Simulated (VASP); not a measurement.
Band structure of CeO2 (fluorite). Computed with r2SCAN+rVV10, VASP's PBE PAW potentials (set 64) (plane waves; VASP).

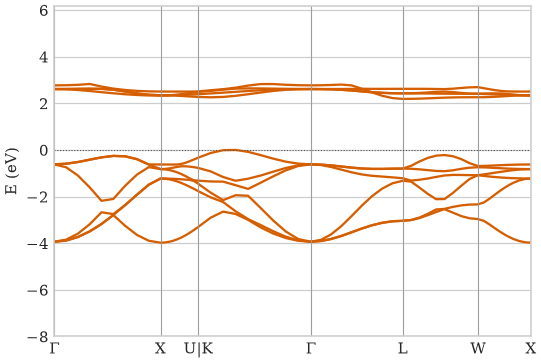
Bands along high-symmetry lines, zero at the valence-band maximum or, without a gap, the Fermi level

Q: Read the plot: is there a gap, and where are the band edges?

A: The gap is indirect, 2.19 eV, from the valence maximum at (-0.25, 0.25, 0.00) to the conduction minimum at L.

The compound is CeO2 in the fluorite structure. It was relaxed first. The run is not spin-polarised, so no magnetic state was tried.
